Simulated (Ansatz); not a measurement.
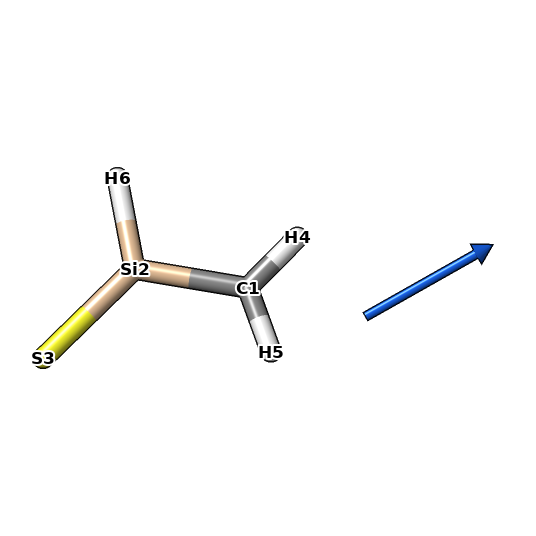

The arrow beside the molecule shows the direction of the dipole moment, from the negative to the positive end (its length means nothing). The species is neutral and a spin doublet. Computed geometry: PBE-D4/def2-SVP optimisation. No frequency run is at hand to confirm it as a minimum. Level of theory: UKS PBE-D4/def2-SVP (Ansatz 0.2.0).

**Estimate the dipole moment.**

2.83 D; it points from the side of S3 to the side of H4 (the outermost atoms at the two ends).
